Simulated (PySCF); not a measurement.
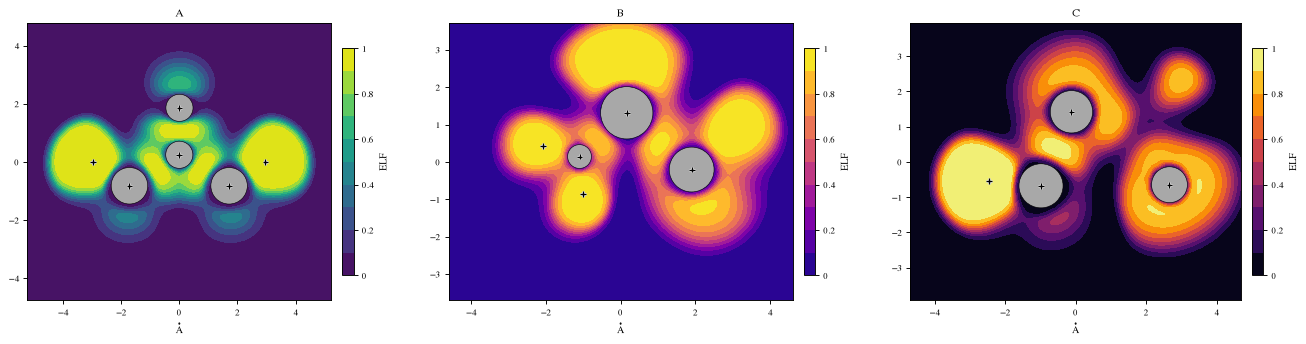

The ELF of 3 systems, each on a plane through atoms (crosses mark nuclei in the plane; grey discs cover the cores).

Theory: PBE0/pcSseg-2, SCF density, gas phase, non-relativistic in PySCF.

System 1: H$_{6}$NPSi$_{2}$ (SMILES N[Si]P[SiH3]), the plane of atoms N2, Si1 and P3. Geometry: PBE0-D3(BJ)/def2-SVP.

```tsv
atom	x (Å)	y (Å)	z (Å)
Si	1.4404	0.9406	0.8659
N	2.0094	-0.0196	-0.4457
P	-0.2230	-0.5130	1.5282
Si	-1.4704	-0.1085	-0.3074
H	2.7741	0.3056	-1.0296
H	1.6840	-0.9375	-0.7381
H	-0.9013	0.4366	2.3521
H	-1.2977	1.2665	-0.8788
H	-1.0575	-1.0900	-1.3558
H	-2.9164	-0.3064	0.0107
```

System 2: ClH$_{6}$PSi$_{2}$, the plane of atoms P2, Si3 and H8. Geometry: PBE0-D3(BJ)/def2-SVP.

```xyz
10

Si   -1.0195   -0.9208   -1.3125
P     0.6046   -1.1151    0.2373
Si    0.7085    1.1066    0.6985
Cl   -0.3194    0.4202   -2.7330
H    -1.2691   -2.2241   -1.9893
H    -2.3000   -0.3849   -0.7667
H    -0.3147   -1.4102    1.2941
H     1.1982    1.2364    2.1031
H     1.6918    1.7252   -0.2335
H    -0.6114    1.7975    0.5704
```

System 3: B$_{2}$H$_{8}$Si$_{2}$ (SMILES BB([SiH3])[SiH3]), the plane of atoms B2, Si1 and H7. Geometry: PBE0-D3(BJ)/def2-SVP.

```tsv
atom	x (Å)	y (Å)	z (Å)
Si	1.7779	-0.4937	-0.2968
B	-0.0159	0.2985	0.1805
Si	-1.6371	-0.6814	-0.5166
B	-0.1523	1.6354	1.0754
H	1.8945	-0.5408	-1.7900
H	1.8350	-1.8992	0.2204
H	2.9581	0.2504	0.2408
H	-1.6108	-2.0832	0.0123
H	-1.5511	-0.7443	-2.0114
H	-2.9503	-0.0680	-0.1493
H	-0.2310	1.5766	2.2853
H	-0.1837	2.7435	0.5829
```

Q: Match each panel to its system.

A: Panel A is system 3, B$_{2}$H$_{8}$Si$_{2}$: the plane holds Si, B and H. B–B (1.61 Å): the ELF peaks at about 1 between the atoms; a covalent bond. Panel B is system 1, H$_{6}$NPSi$_{2}$: the plane holds Si, N, P and H. Si–N (1.72 Å): the ELF peaks at about 0.90 between the atoms (a shared but strongly polarised pair). Panel C is system 2, ClH$_{6}$PSi$_{2}$: the plane holds P, Si, Cl and H. Si–P (2.27 Å): the ELF peaks at about 0.95 between the atoms; localised, covalent bonding.
